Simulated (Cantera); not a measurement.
Feed: 1 mol SiC, 0.45 mol N2O, 220 mol N2, at 100000 Pa.

These are equilibrium values from Cantera (NASA tables, ideal gas, pure condensed phases), not measurements of a reactor. Candidate condensed phases: C, Si, SiC, SiO2, Si2N2O, Si3N4; 34 gas species. Mutual solubility and eutectic melting of coexisting phases are not modelled. Equilibrium is a limit: real reactors are often held back by kinetics, nucleation or transport.

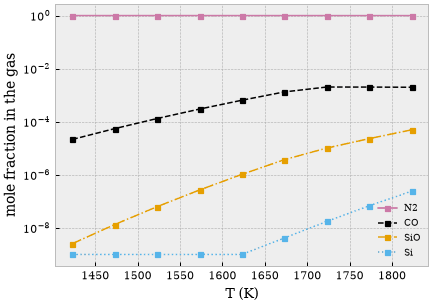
Fig. 1. Equilibrium gas composition (values under 1e-9 drawn at 1e-9)

From 1423 K to 1673 K the condensed part is C(graphite) + Si2N2O(s) + Si3N4(s). From 1723 K to 1823 K the condensed part is SiC(s) + Si3N4(s).
